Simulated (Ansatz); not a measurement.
```xyz
11

N    -1.6969    1.1680    0.0619
Al   -1.2021    0.5486   -1.5204
Al    0.9412   -0.9047   -1.4292
O     1.5918   -1.0655    0.1403
Al    1.5599   -0.7456    1.7785
F     0.3269    0.1940    2.3634
H    -1.2053    0.9850    0.9253
H    -2.5025    1.7492    0.2335
H    -2.1143    0.9518   -2.7623
H     1.7488   -1.6642   -2.5737
H     2.6176   -1.2736    2.8035
```

Geometry: PBE0-D4/def2-TZVP.

The calculation used RKS PBE0-D4/def2-TZVPP (Ansatz).

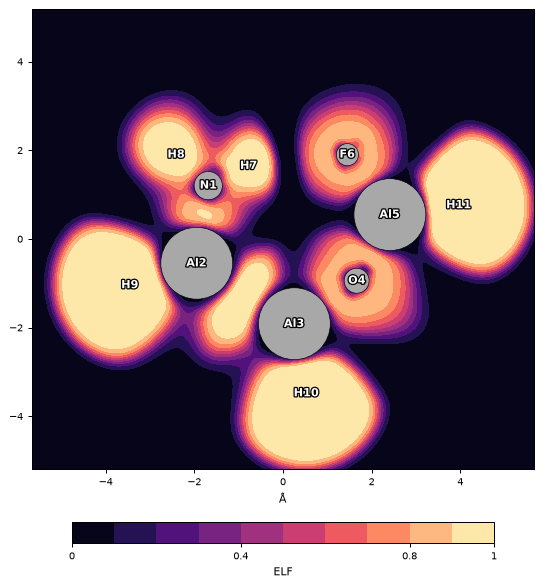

Al$_{3}$FH$_{5}$NO. ELF on the molecular plane. Grey discs cover the atomic cores.

> What do the fields say about this system?

- Atoms in the plane: N, Al, O, F and H.
- Al–F (1.66 Å): the ELF peaks at about 0.85 in the valence shell of F, 0.5 Å from its nucleus, and is about 0.40 at the midpoint.
- Al–O (1.67 Å): the ELF peaks at about 0.85 in the valence shell of O, 0.7 Å from its nucleus, and is about 0.45 at the midpoint.
- Al–N (1.77 Å): the ELF peaks at about 0.90 in the valence shell of N, 0.7 Å from its nucleus, and is about 0.60 at the midpoint.
- Al–Al (2.59 Å): the ELF peaks at about 1 between the atoms: a covalent bond.
- N–H (1.01 Å): the ELF climbs to about 1 towards the hydrogen, as it does in any bond to H: a covalent bond by its length.
- The ELF also peaks beside O4 and F6, away from the bonds: lone-pair regions.
